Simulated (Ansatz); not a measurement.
SiO$_{2}$ (alpha-cristobalite type, space group P4_12_12)

```xyz
12
Lattice="5.0310 0.0000 0.0000 0.0000 5.0310 0.0000 0.0000 0.0000 7.0144" Properties=species:S:1:pos:R:3 pbc="T T T"
Si     1.4974     1.4974     3.5072
Si     4.0129     1.0181     1.7536
Si     1.0181     4.0129     5.2608
Si     3.5336     3.5336     0.0000
O      1.2062     0.5083     4.7551
O      3.7217     2.0072     0.5057
O      1.3093     3.0238     4.0130
O      3.8248     4.5227     1.2479
O      4.5227     3.8248     5.7666
O      2.0072     3.7217     6.5087
O      3.0238     1.3093     3.0015
O      0.5083     1.2062     2.2593
```

The volume is varied about the relaxed value V₀ at fixed cell shape. The atoms relax within the cell's symmetry.

Level of theory: PBEsol (plane waves to 420 eV, PAW, scalar-relativistic; Ansatz, a program for electronic structure). k mesh 6×6×4 (Γ-centred), Fermi-Dirac smearing 0.05 eV. The energy includes the smearing's −TS. With the shape held, the modulus is that of even scaling; a crystal free to change shape is softer. SiO2 was relaxed with its symmetry unable to fall. ΔE is measured from the relaxed starting cell.

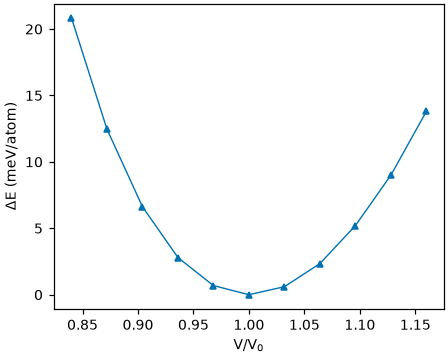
Fig. 1. ΔE (meV/atom) against V/V₀; computed points joined by lines.

What is ΔE at V/V₀ = 0.840?

About 21 meV/atom.

What is ΔE at V/V₀ = 1.160?

About 14 meV/atom.

What bulk modulus at fixed cell shape B₀ follows from a third-order Birch-Murnaghan fit?

About 14 GPa.

(Under strain, the slope of the energy per volume gives the stress and its curvature an elastic modulus.)
